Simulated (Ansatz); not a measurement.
## Nudged elastic band, with input and output: WH2Cl5OF

System: WH2Cl5OF.
Method: RKS PBE/def2-SVP (Ansatz 0.2.0).

It belongs to a series of runs on one base structure; here: band between the two ends.

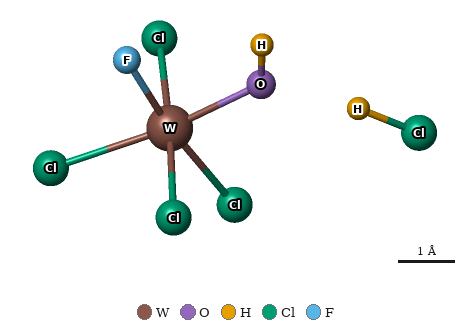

Figure 1. The input geometry (ball-and-stick view, seen at a tilt). Sticks mark near contacts. Bond lengths as drawn: Cl–H 1.31 Å, Cl–W 2.29 to 2.33 Å, F–W 1.90 Å, H–O 0.98 Å and O–W 1.92 Å.

Summary

- outcome: converged
- barrier, forward: 0.847 eV
- barrier, backward: 0.686 eV
- hardware: 4 threads of Intel Xeon @ 2.50GHz (Skylake/Cascade Lake), 12 GiB of memory available, shared host
- wall time: 11 min (CPU time 42 min)
- peak memory: 0.38 GiB

Notes

The order of the saddle point was not checked.

Input
```yaml
crystal:
  periodic: [false, false, false]
  atoms:
    - { symbol: W, position_ang: [-0.122902, -0.072571, -0.272686] }
    - { symbol: O, position_ang: [-0.076053, 0.458544, 1.574031] }
    - { symbol: H, position_ang: [-0.874075, 0.450115, 2.142241] }
    - { symbol: Cl, position_ang: [2.116607, 0.341353, -0.477434] }
    - { symbol: Cl, position_ang: [-0.622284, 2.101758, -0.93487] }
    - { symbol: F, position_ang: [-1.961465, -0.353269, 0.108687] }
    - { symbol: Cl, position_ang: [0.302606, -2.287087, 0.303792] }
    - { symbol: Cl, position_ang: [-0.526133, -0.767666, -2.441932] }
    - { symbol: Cl, position_ang: [2.621311, 1.538944, 2.928644] }
    - { symbol: H, position_ang: [1.459887, 1.107678, 2.501025] }
basis:
  gaussian: { orbitals: def2-SVP }
hamiltonian:
  xc: pbe
neb:
  order_check: false
  images: 5
  f_tol: 0.05
  max_iterations: 60
  final_atoms:
    - { symbol: W, position_ang: [0.54484489, 0.31534992, -0.53034994] }
    - { symbol: O, position_ang: [-0.49377706, -0.29783505, 3.23567917] }
    - { symbol: H, position_ang: [-1.20379666, 0.04633717, 2.66058005] }
    - { symbol: Cl, position_ang: [2.43860088, 0.04810435, -1.81031629] }
    - { symbol: Cl, position_ang: [0.07896727, 2.34028121, -1.57265617] }
    - { symbol: F, position_ang: [-1.01106527, 0.58384004, 0.52190638] }
    - { symbol: Cl, position_ang: [0.9028933, -1.66518073, 0.58536402] }
    - { symbol: Cl, position_ang: [-0.77450976, -0.78426005, -2.08553462] }
    - { symbol: Cl, position_ang: [1.74001946, 1.45424561, 1.11368773] }
    - { symbol: H, position_ang: [0.09532194, 0.47691652, 3.31313768] }
  initial_path:
    images:
      - { positions_ang: [[-0.122902, -0.072571, -0.272686], [-0.076053, 0.458544, 1.574031], [-0.874075, 0.450115, 2.142241], [2.116607, 0.341353, -0.477434], [-0.622284, 2.101758, -0.93487], [-1.961465, -0.353269, 0.108687], [0.302606, -2.287087, 0.303792], [-0.526133, -0.767666, -2.441932], [2.621311, 1.538944, 2.928644], [1.459887, 1.107678, 2.501025]] }
      - { positions_ang: [[-0.07855319, -0.06717353, -0.17331681], [-0.05972657, 0.36584283, 1.8169671], [-0.89621204, 0.27650206, 2.31249134], [2.2110039, 0.21415452, -0.29735734], [-0.41553534, 2.1747561, -0.69723511], [-1.92083906, -0.25846898, 0.07128853], [0.20917963, -2.3358945, 0.29346417], [-0.33442606, -0.61295704, -2.41177024], [2.33237918, 1.65094823, 2.18775708], [1.27022854, 1.11008931, 2.32920927]] }
      - { positions_ang: [[-0.03420438, -0.06177607, -0.07394761], [-0.04340014, 0.27314166, 2.05990321], [-0.91834907, 0.10288913, 2.48274168], [2.30540081, 0.08695604, -0.11728068], [-0.20878667, 2.2477542, -0.45960023], [-1.88021312, -0.16366895, 0.03389007], [0.11575325, -2.384702, 0.28313633], [-0.14271911, -0.45824808, -2.38160847], [2.04344735, 1.76295245, 1.44687017], [1.08057009, 1.11250062, 2.15739354]] }
      - { positions_ang: [[0.01014444, -0.0563786, 0.02542158], [-0.02707372, 0.18044048, 2.30283931], [-0.94048611, -0.07072381, 2.65299201], [2.39979771, -0.04024244, 0.06279598], [-0.00203801, 2.3207523, -0.22196534], [-1.83958718, -0.06886893, -0.0035084], [0.02232688, -2.43350949, 0.2728085], [0.04898783, -0.30353912, -2.35144671], [1.75451553, 1.87495668, 0.70598325], [0.89091163, 1.11491193, 1.98557782]] }
      - { positions_ang: [[0.18837792, 0.06753091, -0.1598356], [-0.1826415, 0.02101531, 2.61378593], [-1.02825629, -0.03170348, 2.65552136], [2.4127321, -0.01079351, -0.56157478], [0.02496375, 2.32726194, -0.67219562], [-1.56341321, 0.14870073, 0.17162986], [0.31584902, -2.17739991, 0.37699367], [-0.22551136, -0.46377943, -2.26280935], [1.7496835, 1.73471966, 0.84188474], [0.62571506, 0.9022468, 2.42809777]] }
      - { positions_ang: [[0.36661141, 0.19144041, -0.34509277], [-0.33820928, -0.13840987, 2.92473255], [-1.11602648, 0.00731685, 2.65805071], [2.42566649, 0.01865542, -1.18594553], [0.05196551, 2.33377157, -1.12242589], [-1.28723924, 0.36627038, 0.34676812], [0.60937116, -1.92129032, 0.48117884], [-0.50001056, -0.62401974, -2.17417198], [1.74485148, 1.59448263, 0.97778623], [0.3605185, 0.68958166, 2.87061773]] }
      - { positions_ang: [[0.54484489, 0.31534992, -0.53034994], [-0.49377706, -0.29783505, 3.23567917], [-1.20379666, 0.04633717, 2.66058005], [2.43860088, 0.04810435, -1.81031629], [0.07896727, 2.34028121, -1.57265617], [-1.01106527, 0.58384004, 0.52190638], [0.9028933, -1.66518073, 0.58536402], [-0.77450976, -0.78426005, -2.08553462], [1.74001946, 1.45424561, 1.11368773], [0.09532194, 0.47691652, 3.31313768]] }
```

Launched with:
```bash
ansatz run input.yaml --threads 4 --pin off --max-ram 5120MiB --backend cpu --events-out ev --progress --plain --runs-dir out
```

The program's output
```
Engine: ansatz 0.2.0, x86_64-unknown-linux-gnu
Functional definition: PBE
  parameter kappa = 0.804
  parameter beta = 0.06672455060314922
  exchange = pbe_x(kappa = kappa, mu = beta*pi^2/3)
  correlation = pbe_c(beta = beta)
1689 factors; their error is unknown
mean field evaluation 1: about -69179.6568 eV, gradient 7.4e1 eV
mean field evaluation 2: about -68878.1552 eV, gradient 3.1e2 eV
mean field evaluation 4: about -69185.2958 eV, gradient 5.0e1 eV
mean field evaluation 8: about -69190.3662 eV, gradient 2.4e0 eV
mean field evaluation 16: about -69190.2797 eV, gradient 5.1e-2 eV
mean field -69190.27975200 eV, -2542.6958820299 hartree, gradient 6.5e-5 eV, S^2 0.000000; 0 other end points of the search recorded, 0 dependent functions left out
the calculation of the forces begins
reference -69190.27982431 eV, -2542.6958846874 hartree; 59, 59 occupied and 101, 101 virtual orbitals, 1689 factors
1689 factors; their error is unknown
mean field evaluation 32: about -69190.2069 eV, gradient 2.4e0 eV
mean field evaluation 64: about -69189.9623 eV, gradient 1.8e0 eV
mean field -69190.11968488 eV, -2542.6899996720 hartree, gradient 1.7e-5 eV, S^2 0.000000; 3 other end points of the search recorded, 0 dependent functions left out
[... from here on the field's lines of each further geometry are left out, up to the last ...]
NEB iter   1: max|band force component| = 1.432e1 eV/Å  barrier→ = 8.9180 eV  barrier← = 8.7579 eV  Δτ_max = 0.2000 Å  (943 SCF iters)
NEB iter   2: max|band force component| = 5.367e0 eV/Å  barrier→ = 5.2798 eV  barrier← = 5.1197 eV  Δτ_max = 0.1978 Å  (235 SCF iters)
NEB iter   3: max|band force component| = 2.639e0 eV/Å  barrier→ = 2.6283 eV  barrier← = 2.4683 eV  Δτ_max = 0.2000 Å  (225 SCF iters)
NEB iter   4: max|band force component| = 2.607e0 eV/Å  barrier→ = 1.6332 eV  barrier← = 1.4731 eV  Δτ_max = 0.1980 Å  (219 SCF iters)
NEB iter   5: max|band force component| = 8.170e-1 eV/Å  barrier→ = 1.0413 eV  barrier← = 0.8812 eV  Δτ_max = 0.0781 Å  (213 SCF iters)
NEB iter   6: max|band force component| = 4.078e-1 eV/Å  barrier→ = 0.9726 eV  barrier← = 0.8126 eV  CI = image 3  Δτ_max = 0.2000 Å  (192 SCF iters)
NEB iter   7: max|band force component| = 5.254e-1 eV/Å  barrier→ = 1.1274 eV  barrier← = 0.9673 eV  CI = image 3  Δτ_max = 0.1018 Å  (207 SCF iters)
NEB iter   8: max|band force component| = 6.080e-1 eV/Å  barrier→ = 1.2132 eV  barrier← = 1.0532 eV  CI = image 3  Δτ_max = 0.1022 Å  (198 SCF iters)
NEB iter   9: max|band force component| = 3.704e-1 eV/Å  barrier→ = 1.2352 eV  barrier← = 1.0751 eV  CI = image 3  Δτ_max = 0.2000 Å  (195 SCF iters)
NEB iter  10: max|band force component| = 3.083e-1 eV/Å  barrier→ = 1.2456 eV  barrier← = 1.0856 eV  CI = image 3  Δτ_max = 0.1989 Å  (190 SCF iters)
NEB iter  11: max|band force component| = 3.354e0 eV/Å  barrier→ = 1.2208 eV  barrier← = 1.0607 eV  CI = image 3  Δτ_max = 0.1007 Å  (196 SCF iters)
NEB iter  12: max|band force component| = 3.629e-1 eV/Å  barrier→ = 1.1920 eV  barrier← = 1.0319 eV  CI = image 3  Δτ_max = 0.1679 Å  (193 SCF iters)
NEB iter  13: max|band force component| = 2.948e-1 eV/Å  barrier→ = 1.1518 eV  barrier← = 0.9917 eV  CI = image 3  Δτ_max = 0.1841 Å  (183 SCF iters)
NEB iter  14: max|band force component| = 5.435e-1 eV/Å  barrier→ = 1.1226 eV  barrier← = 0.9625 eV  CI = image 3  Δτ_max = 0.0913 Å  (192 SCF iters)
NEB iter  15: max|band force component| = 4.908e-1 eV/Å  barrier→ = 1.0976 eV  barrier← = 0.9375 eV  CI = image 3  Δτ_max = 0.0921 Å  (196 SCF iters)
NEB iter  16: max|band force component| = 2.160e-1 eV/Å  barrier→ = 1.0648 eV  barrier← = 0.9047 eV  CI = image 3  Δτ_max = 0.1822 Å  (198 SCF iters)
NEB iter  17: max|band force component| = 2.790e-1 eV/Å  barrier→ = 0.9984 eV  barrier← = 0.8384 eV  CI = image 3  Δτ_max = 0.0921 Å  (192 SCF iters)
NEB iter  18: max|band force component| = 2.841e-1 eV/Å  barrier→ = 0.9665 eV  barrier← = 0.8064 eV  CI = image 3  Δτ_max = 0.0459 Å  (189 SCF iters)
NEB iter  19: max|band force component| = 2.731e-1 eV/Å  barrier→ = 0.9520 eV  barrier← = 0.7919 eV  CI = image 3  Δτ_max = 0.0459 Å  (172 SCF iters)
NEB iter  20: max|band force component| = 2.687e-1 eV/Å  barrier→ = 0.9365 eV  barrier← = 0.7764 eV  CI = image 3  Δτ_max = 0.0458 Å  (174 SCF iters)
NEB iter  21: max|band force component| = 2.948e-1 eV/Å  barrier→ = 0.9194 eV  barrier← = 0.7593 eV  CI = image 3  Δτ_max = 0.0458 Å  (174 SCF iters)
NEB iter  22: max|band force component| = 2.673e-1 eV/Å  barrier→ = 0.9044 eV  barrier← = 0.7443 eV  CI = image 3  Δτ_max = 0.0919 Å  (175 SCF iters)
NEB iter  23: max|band force component| = 1.877e-1 eV/Å  barrier→ = 0.8829 eV  barrier← = 0.7228 eV  CI = image 3  Δτ_max = 0.0920 Å  (191 SCF iters)
NEB iter  24: max|band force component| = 1.442e-1 eV/Å  barrier→ = 0.8671 eV  barrier← = 0.7071 eV  CI = image 3  Δτ_max = 0.0920 Å  (172 SCF iters)
NEB iter  25: max|band force component| = 1.339e-1 eV/Å  barrier→ = 0.8566 eV  barrier← = 0.6965 eV  CI = image 3  Δτ_max = 0.0915 Å  (174 SCF iters)
NEB iter  26: max|band force component| = 1.270e-1 eV/Å  barrier→ = 0.8524 eV  barrier← = 0.6923 eV  CI = image 3  Δτ_max = 0.0911 Å  (171 SCF iters)
NEB iter  27: max|band force component| = 1.048e-1 eV/Å  barrier→ = 0.8510 eV  barrier← = 0.6910 eV  CI = image 3  Δτ_max = 0.0916 Å  (171 SCF iters)
NEB iter  28: max|band force component| = 1.528e-1 eV/Å  barrier→ = 0.8510 eV  barrier← = 0.6910 eV  CI = image 3  Δτ_max = 0.0457 Å  (177 SCF iters)
NEB iter  29: max|band force component| = 1.194e-1 eV/Å  barrier→ = 0.8491 eV  barrier← = 0.6890 eV  CI = image 3  Δτ_max = 0.0458 Å  (166 SCF iters)
NEB iter  30: max|band force component| = 8.093e-2 eV/Å  barrier→ = 0.8479 eV  barrier← = 0.6879 eV  CI = image 3  Δτ_max = 0.0458 Å  (172 SCF iters)
NEB iter  31: max|band force component| = 8.068e-2 eV/Å  barrier→ = 0.8472 eV  barrier← = 0.6871 eV  CI = image 3  Δτ_max = 0.0459 Å  (171 SCF iters)
NEB iter  32: max|band force component| = 5.094e-2 eV/Å  barrier→ = 0.8467 eV  barrier← = 0.6866 eV  CI = image 3  Δτ_max = 0.0458 Å  (170 SCF iters)
the calculation of the forces begins
reference -69190.12005314 eV, -2542.6900132050 hartree; 59, 59 occupied and 101, 101 virtual orbitals, 1689 factors
1689 factors; their error is unknown
mean field evaluation 1664: about -69189.5359 eV, gradient 3.0e-1 eV
mean field -69189.43322683 eV, -2542.6647728036 hartree, gradient 1.8e-5 eV, S^2 0.000000; 1 other end points of the search recorded, 0 dependent functions left out
the calculation of the forces begins
reference -69189.43329885 eV, -2542.6647754505 hartree; 59, 59 occupied and 101, 101 virtual orbitals, 1689 factors
NEB iter  33: max|band force component| = 4.838e-2 eV/Å  barrier→ = 0.8465 eV  barrier← = 0.6865 eV  CI = image 3  Δτ_max = 0.0000 Å  (446 SCF iters)
```

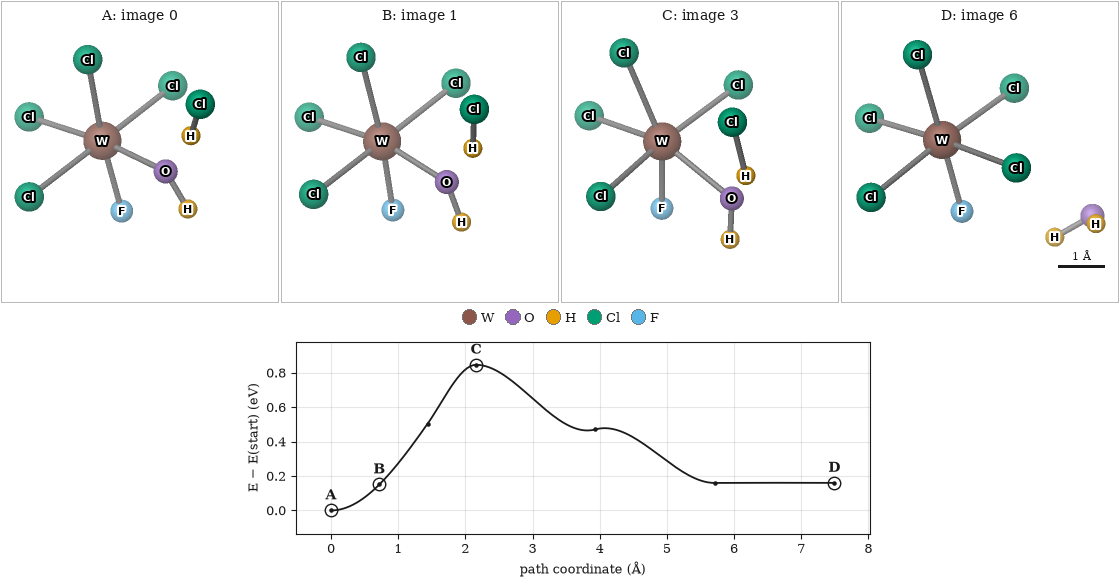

Figure 2. Images of the last band (counted from 0; ball-and-stick, seen at a tilt) above the energy along the path; the line is a cubic interpolation that uses the forces. The highest image is number 3, 0.847 eV above the start and 0.686 eV above the end (the climbing image); the end lies 0.160 eV above the start. The path is 7.49 Å long. The band converged in 33 iterations.

```
Total energy: -69189.43329885 eV, -2542.6647754505 hartree
Atom 0 at     0.207152     0.033644    -0.028463 Å, force     0.016146    -0.004904    -0.003353 eV/Å
Atom 1 at    -0.357757     0.420687     1.902878 Å, force    -0.012374     0.030060     0.013536 eV/Å
Atom 2 at    -1.316580     0.575702     2.034737 Å, force    -0.001779    -0.012943    -0.010249 eV/Å
Atom 3 at     2.267516     0.171654    -1.109803 Å, force    -0.003844     0.006876     0.000045 eV/Å
Atom 4 at    -0.080201     2.291793    -0.448575 Å, force     0.004983    -0.004529     0.000497 eV/Å
Atom 5 at    -1.695998    -0.186829     0.064804 Å, force    -0.014355    -0.012382     0.001919 eV/Å
Atom 6 at     0.812985    -2.028265     0.807079 Å, force    -0.002770     0.002597     0.003093 eV/Å
Atom 7 at    -0.400721    -0.796241    -2.121536 Å, force    -0.000186     0.006579     0.000994 eV/Å
Atom 8 at     2.140073     1.107316     1.968264 Å, force     0.010184    -0.003416    -0.000688 eV/Å
Atom 9 at     0.741030     0.928338     2.362112 Å, force     0.003995    -0.007939    -0.005794 eV/Å
Dipole moment:    -0.334934     0.078733     0.323651 e Å
this run last wrote the band of iteration 33 to [file]
```

The last band as extended XYZ (Å, eV, eV/Å)
```
10
Properties=species:S:1:pos:R:3:forces:R:3 image=0 energy=-69190.27975
W    -0.1229   -0.0726   -0.2727   -0.0121  -0.0019   0.0019
O    -0.0761    0.4585    1.5740    0.0122   0.0014  -0.0101
H    -0.8741    0.4501    2.1422   -0.0095   0.0000   0.0060
Cl    2.1166    0.3414   -0.4774   -0.0015  -0.0005  -0.0008
Cl   -0.6223    2.1018   -0.9349    0.0011  -0.0037   0.0031
F    -1.9615   -0.3533    0.1087    0.0119   0.0021  -0.0012
Cl    0.3026   -2.2871    0.3038   -0.0011   0.0076  -0.0049
Cl   -0.5261   -0.7677   -2.4419    0.0033  -0.0020   0.0088
Cl    2.6213    1.5389    2.9286   -0.0233  -0.0095  -0.0083
H     1.4599    1.1077    2.5010    0.0191   0.0066   0.0056
10
Properties=species:S:1:pos:R:3:forces:R:3 image=1 energy=-69190.12900
W    -0.0529   -0.0538   -0.1971   -0.0465  -0.0171  -0.0442
O    -0.2119    0.4511    1.6476    0.0569   0.0244  -0.0603
H    -1.0867    0.4913    2.0894    0.0814  -0.0011   0.0186
Cl    2.1609    0.2898   -0.7027   -0.0062   0.0347   0.1584
Cl   -0.4026    2.1789   -0.7575   -0.1045  -0.0389  -0.1166
F    -1.9211   -0.3396    0.0581   -0.0503  -0.0403   0.0074
Cl    0.5461   -2.1791    0.5282   -0.1156  -0.0595  -0.0893
Cl   -0.5540   -0.8024   -2.3171   -0.0098  -0.0032  -0.0633
Cl    2.5484    1.4183    2.6029    0.0797   0.0685   0.1647
H     1.2914    1.0633    2.4796    0.1149   0.0326   0.0246
10
Properties=species:S:1:pos:R:3:forces:R:3 image=2 energy=-69189.77479
W     0.0511   -0.0285   -0.1061   -0.1270  -0.0443  -0.0724
O    -0.3237    0.4370    1.7416    0.0302   0.0097  -0.1259
H    -1.2580    0.5283    2.0247    0.0250  -0.0513  -0.0386
Cl    2.1936    0.1911   -0.9633   -0.0438   0.0229   0.1463
Cl   -0.1871    2.2323   -0.5875   -0.0653  -0.0397  -0.1015
F    -1.8417   -0.2715    0.0331   -0.1250  -0.0549  -0.0442
Cl    0.7410   -2.0721    0.7362   -0.0751  -0.0446  -0.0714
Cl   -0.5046   -0.8512   -2.1921   -0.0553  -0.0158  -0.0739
Cl    2.3681    1.3113    2.3080    0.1645   0.1422   0.3089
H     1.0789    1.0412    2.4368    0.2718   0.0757   0.0726
10
Properties=species:S:1:pos:R:3:forces:R:3 image=3 energy=-69189.43323
W     0.2072    0.0336   -0.0285    0.0161  -0.0049  -0.0034
O    -0.3578    0.4207    1.9029   -0.0124   0.0301   0.0135
H    -1.3166    0.5757    2.0347   -0.0018  -0.0129  -0.0102
Cl    2.2675    0.1717   -1.1098   -0.0038   0.0069   0.0000
Cl   -0.0802    2.2918   -0.4486    0.0050  -0.0045   0.0005
F    -1.6960   -0.1868    0.0648   -0.0144  -0.0124   0.0019
Cl    0.8130   -2.0283    0.8071   -0.0028   0.0026   0.0031
Cl   -0.4007   -0.7962   -2.1215   -0.0002   0.0066   0.0010
Cl    2.1401    1.1073    1.9683    0.0102  -0.0034  -0.0007
H     0.7410    0.9283    2.3621    0.0040  -0.0079  -0.0058
10
Properties=species:S:1:pos:R:3:forces:R:3 image=4 energy=-69189.80879
W     0.5381    0.0689   -0.1289   -0.0086  -0.0271  -0.0094
O    -0.3419    0.4648    2.4533    0.0504  -0.0141  -0.0407
H    -1.2924    0.2860    2.3012    0.0035   0.0218  -0.0227
Cl    2.3754    0.0742   -1.5988   -0.0156   0.0131   0.0405
Cl   -0.0359    2.3125   -0.2891    0.0132  -0.0006   0.0221
F    -1.3093   -0.2229    0.2601   -0.0538  -0.0045  -0.0101
Cl    0.8244   -2.0805    0.6495   -0.0167  -0.0136   0.0006
Cl   -0.4154   -0.5097   -2.2138   -0.0084  -0.0067   0.0173
Cl    2.2838    0.7112    1.3057   -0.0213   0.0728   0.0518
H    -0.3092    1.4134    2.6922    0.0572  -0.0412  -0.0494
10
Properties=species:S:1:pos:R:3:forces:R:3 image=5 energy=-69190.11998
W     0.6268    0.1026   -0.5388    0.0198   0.0009  -0.0161
O    -0.4772    0.3555    3.3505    0.0033  -0.0053   0.0065
H    -1.1036    0.1073    2.6435   -0.0007   0.0044  -0.0042
Cl    2.4705    0.1339   -1.9189    0.0050   0.0104   0.0089
Cl    0.1199    2.3171   -1.0295    0.0081  -0.0008   0.0044
F    -0.9282    0.0684    0.5553   -0.0220  -0.0087   0.0096
Cl    1.0029   -2.1050    0.0493   -0.0050  -0.0048  -0.0011
Cl   -0.7121   -0.5868   -2.3085   -0.0097  -0.0039   0.0070
Cl    1.8507    0.7951    1.2881    0.0068   0.0041  -0.0109
H    -0.5321    1.3295    3.3406   -0.0055   0.0038  -0.0042
10
Properties=species:S:1:pos:R:3:forces:R:3 image=6 energy=-69190.11968
W     0.5448    0.3154   -0.5303   -0.0069  -0.0037  -0.0284
O    -0.4938   -0.2978    3.2357    0.0036   0.0007   0.0014
H    -1.2038    0.0463    2.6606    0.0073   0.0032   0.0042
Cl    2.4386    0.0481   -1.8103   -0.0028  -0.0048  -0.0006
Cl    0.0790    2.3403   -1.5727   -0.0015  -0.0043   0.0021
F    -1.0111    0.5838    0.5219   -0.0098   0.0080  -0.0010
Cl    0.9029   -1.6652    0.5854    0.0074  -0.0081   0.0024
Cl   -0.7745   -0.7843   -2.0855    0.0029   0.0033   0.0048
Cl    1.7400    1.4542    1.1137    0.0125   0.0127   0.0174
H     0.0953    0.4769    3.3131   -0.0127  -0.0070  -0.0024
```
